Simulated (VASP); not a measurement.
# SiO2 (Quartz): convergence with the smearing and k-mesh, part 4 of 4

Aim: find what the smearing and k-mesh change for SiO2 (Quartz), and what they cost. The series runs use r2SCAN. The start is a cell from a database of measured crystal structures.

VASP 6.6.1; r2SCAN; plane waves and PAW (Si, O).

So far. Step 19 (K-mesh: 6 6 5): Against the run before the energy moves by -0.02 meV an atom while the pressure stays within 0.01 GPa, after 13 cycles in 68 s.

## (20) K-mesh: 8 8 6

INCAR

```
SYSTEM = SiO2
PREC = Accurate
ENCUT = 520
EDIFF = 1E-06
NELM = 100
ISMEAR = -1
SIGMA = 0.05
LREAL = .FALSE.
ALGO = Normal
METAGGA = R2SCAN
LASPH = .TRUE.
NBANDS = 33
LORBIT = 11
LWAVE = .FALSE.
LCHARG = .FALSE.
KPAR = 8
ISIF = 2
```

POSCAR

```
SiO2
1.0
    4.9158000000      0.0000000000      0.0000000000
   -2.4579000000      4.2572076799      0.0000000000
    0.0000000000      0.0000000000      5.4091000000
Si O
3 6
Direct
    0.5303000000      0.0000000000      0.3333333333
    0.0000000000      0.5303000000      0.6666666667
    0.4697000000      0.4697000000      0.0000000000
    0.1462000000      0.4142000000      0.8810000000
    0.5858000000      0.7320000000      0.2143333333
    0.2680000000      0.8538000000      0.5476666667
    0.4142000000      0.1462000000      0.1190000000
    0.7320000000      0.5858000000      0.7856666667
    0.8538000000      0.2680000000      0.4523333333
```

KPOINTS

```
Automatic mesh
0
Gamma
8 8 6
0 0 0
```

Potentials, in the order of the species: Si and O (PBE family, release 64).

Run with:

```
$ mpirun -np 8 vasp_std
```

The log of the run:

```text
[... set-up lines as in an earlier step ...]
 entering main loop
       N       E                     dE             d eps       ncg     rms          rms(c)
DAV:   1     0.252573064184E+03    0.25257E+03   -0.25900E+04  3308   0.138E+03
DAV:   2    -0.950456629830E+02   -0.34762E+03   -0.33642E+03  4260   0.314E+02
DAV:   3    -0.112978784547E+03   -0.17933E+02   -0.17861E+02  4173   0.759E+01
DAV:   4    -0.113163483584E+03   -0.18470E+00   -0.18452E+00  4111   0.863E+00
[...]
DAV:  11    -0.894231628108E+02   -0.40302E-03   -0.39205E-04  3928   0.146E-01    0.435E-02
DAV:  12    -0.894231558688E+02    0.69419E-05   -0.15816E-05  4135   0.269E-02    0.214E-02
DAV:  13    -0.894231554936E+02    0.37525E-06   -0.40777E-06  3712   0.120E-02
   1 F= -.89423155E+02 E0= -.89423155E+02  d E =-.568275E-10
```

Elapsed: 1.8 min, on 8 MPI ranks of AMD EPYC 7R43, shared host; peak memory 2.6 GiB.

OUTCAR, selected parts (step 20):

```text
  Total        1.3118800      1.3118800      1.3425478     -0.0000000      0.0000000     -0.0000000
  in kB       18.5678081     18.5678081     19.0018671     -0.0000000      0.0000000     -0.0000000
  external PRESSURE =      18.7124944 kB  Pullay stress =       0.0000000 kB

 POSITION                                       TOTAL-FORCE (eV/Angst)
 -----------------------------------------------------------------------------------
      2.60685      0.00000      1.80303         0.015261      0.000000     -0.000000
     -1.30342      2.25760      3.60607        -0.007631      0.013217     -0.000000
      1.15448      1.99961      0.00000        -0.007631     -0.013217     -0.000000
     -0.29937      1.76334      4.76542        -0.054335     -0.094391      0.051442
      1.08049      3.11628      1.15935         0.108913      0.000140      0.051442
     -0.78112      3.63480      2.96238        -0.054578      0.094251      0.051442
      1.67678      0.62240      0.64368        -0.054578     -0.094251     -0.051442
      2.15853      2.49387      4.24975        -0.054335      0.094391     -0.051442
      3.53839      1.14093      2.44672         0.108913     -0.000140     -0.051442
 -----------------------------------------------------------------------------------
    total drift:                                0.000027      0.000046     -0.000000

  FREE ENERGIE OF THE ION-ELECTRON SYSTEM (eV)
  ---------------------------------------------------
  free  energy   TOTEN  =       -89.4231554936 eV

  energy  without entropy=      -89.4231554935  energy(sigma->0) =      -89.42315549

[... 1 part as in an earlier step ...]

[... 2 further parts left out ...]
[key lines of the parts left out:]
E-fermi :   1.7638
```

Against the run before the energy stays within 0.01 meV an atom and the pressure within 0.01 GPa, after 13 cycles in 1.8 min.

## (21) K-mesh: 10 10 8

INCAR is that of step 20.

POSCAR is that of step 20.

KPOINTS

```
Automatic mesh
0
Gamma
10 10 8
0 0 0
```

Run with:

```
$ mpirun -np 8 vasp_std
```

The log of the run:

```text
[... set-up lines as in an earlier step ...]
 entering main loop
       N       E                     dE             d eps       ncg     rms          rms(c)
DAV:   1     0.254076510681E+03    0.25408E+03   -0.25836E+04  6212   0.137E+03
DAV:   2    -0.945246887592E+02   -0.34860E+03   -0.33764E+03  7903   0.316E+02
DAV:   3    -0.112972905025E+03   -0.18448E+02   -0.18376E+02  7870   0.768E+01
DAV:   4    -0.113163423616E+03   -0.19052E+00   -0.19035E+00  7768   0.877E+00
[...]
DAV:  11    -0.894231862020E+02   -0.40219E-03   -0.39165E-04  7336   0.146E-01    0.438E-02
DAV:  12    -0.894231791217E+02    0.70803E-05   -0.15889E-05  7808   0.270E-02    0.215E-02
DAV:  13    -0.894231786977E+02    0.42407E-06   -0.42355E-06  6928   0.122E-02
   1 F= -.89423179E+02 E0= -.89423179E+02  d E =-.567899E-10
```

It took 3 min on 8 MPI ranks; peak memory 3.1 GiB; 19 min of CPU time.

OUTCAR, selected parts (step 21):

```text
  Total        1.3112246      1.3112246      1.3418467      0.0000000     -0.0000000      0.0000000
  in kB       18.5585319     18.5585319     18.9919452      0.0000000     -0.0000000      0.0000000
  external PRESSURE =      18.7030030 kB  Pullay stress =       0.0000000 kB

 POSITION                                       TOTAL-FORCE (eV/Angst)
 -----------------------------------------------------------------------------------
      2.60685      0.00000      1.80303         0.015259      0.000000      0.000000
     -1.30342      2.25760      3.60607        -0.007630      0.013215     -0.000000
      1.15448      1.99961      0.00000        -0.007630     -0.013215      0.000000
     -0.29937      1.76334      4.76542        -0.054332     -0.094391      0.051447
      1.08049      3.11628      1.15935         0.108911      0.000143      0.051447
     -0.78112      3.63480      2.96238        -0.054579      0.094248      0.051447
      1.67678      0.62240      0.64368        -0.054579     -0.094248     -0.051447
      2.15853      2.49387      4.24975        -0.054332      0.094391     -0.051447
      3.53839      1.14093      2.44672         0.108911     -0.000143     -0.051447
 -----------------------------------------------------------------------------------
    total drift:                                0.000027      0.000046     -0.000000

  FREE ENERGIE OF THE ION-ELECTRON SYSTEM (eV)
  ---------------------------------------------------
  free  energy   TOTEN  =       -89.4231786977 eV

  energy  without entropy=      -89.4231786976  energy(sigma->0) =      -89.42317870

[... 1 part as in an earlier step ...]

[... 2 further parts left out ...]
[key lines of the parts left out:]
E-fermi :   1.7638
```

Against the run before the energy stays within 0.01 meV an atom and the pressure within 0.01 GPa, after 13 cycles in 3 min.

## (22) The k-mesh series as a table

This step: convergence of r2SCAN results with the mesh; plane waves and PAW (VASP 6.6.1).

This step runs nothing: it gathers the runs above.

Differences are taken from the run with 10 10 8. Results of the series, by row:

| setting | status | energy less the reference (meV/atom) | pressure (GPa) | largest force difference (meV/Å) | gap (eV) | SCF cycles | wall time (s) |
| --- | --- | --- | --- | --- | --- | --- | --- |
| 2 2 1 | converged | -2.495 | 1.546 | 59.53 | 6.685 | 13 | 8.8 |
| 2 2 2 | converged | 0.5835 | 1.849 | 6.453 | 6.681 | 13 | 12.2 |
| 3 3 2 | converged | 0.05269 | 1.87 | 0.18 | 6.645 | 13 | 14.8 |
| 4 4 3 | converged | -0.01396 | 1.871 | 0.015 | 6.671 | 13 | 25 |
| 5 5 4 | converged | 0.01412 | 1.87 | 0.012 | 6.657 | 13 | 54 |
| 6 6 5 | converged | -0.001531 | 1.871 | 0.011 | 6.645 | 13 | 68 |
| 8 8 6 | converged | 0.002579 | 1.871 | 0.005 | 6.65 | 13 | 107 |
| 10 10 8 | converged | 0 | 1.87 | 0 | 6.649 | 13 | 181 |

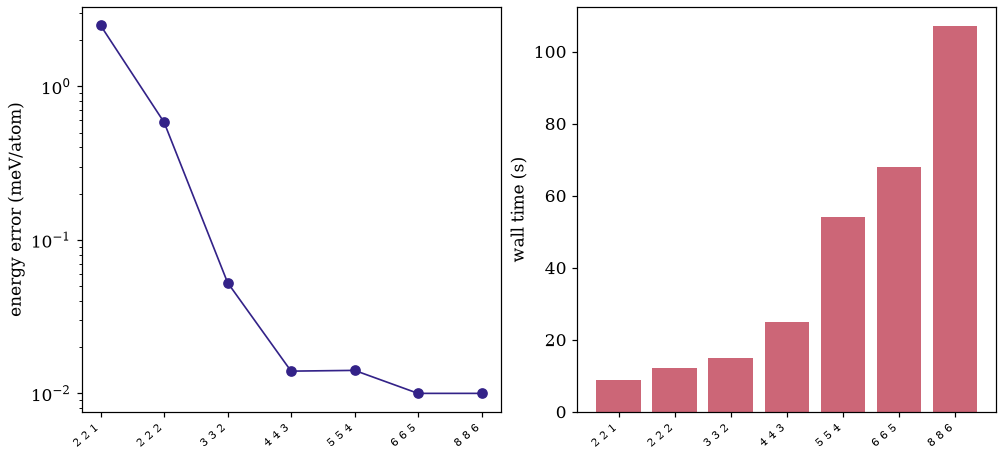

The energy error in size, against the reference run (errors under 0.01 are drawn at 0.01), and the wall time by setting.

## (23) What came out

| Item | Value |
| --- | --- |
| spread of the pressure over the smearing | 0.0633 GPa |
| spread of the energy over the smearing | 2.02 meV/atom |
| k-mesh from which the energy stays within 10 meV/atom of the reference | 2 2 1 |
| k-mesh from which the energy stays within 1 meV/atom of the reference | 2 2 2 |
| k-mesh from which the pressure stays within 0.2 GPa of the reference | 2 2 2 |
| spread of the pressure over the k-mesh | 0.325 GPa |
| spread of the energy over the k-mesh | 3.08 meV/atom |

In words: The usual rule keeps the entropy term T·S under 1 meV an atom, which holds up to a width of 0.5 eV for Gaussian and 0.1 eV for first-order Methfessel-Paxton. Farthest in energy from the narrowest smearing lies ISMEAR = 1, SIGMA = 0.5 (+2.0 meV an atom, -0.06 GPa, 5.1 meV/Å in forces). Methfessel-Paxton smearing is made for metals and can give negative occupations at band edges. From 2 2 2 on, the energy stays within 1 meV an atom of the reference, at 6.7 % of its time. The pressure holds within 0.2 GPa from 2 2 2 on. The energy swings above and below the reference, since the sum over k-points is not variational. Differences are taken from the run with 10 10 8, which is itself not the exact limit.

[Lines on the potential files, build, host, timing and source positions are cut from VASP's logs without a mark.]

[Logs are printed without paths, hosts, clocks, repeated set-up lines and the standing remarks that a program may print on its own settings, such as how far it seeks lower states.]

[Hosts, paths, dates, database ids (printed as entryN), source tags and the programs' standing remarks are cut or masked in the printed files.]

[A measured line is paired with the nearest computed mode of its activity, which favours agreement.]
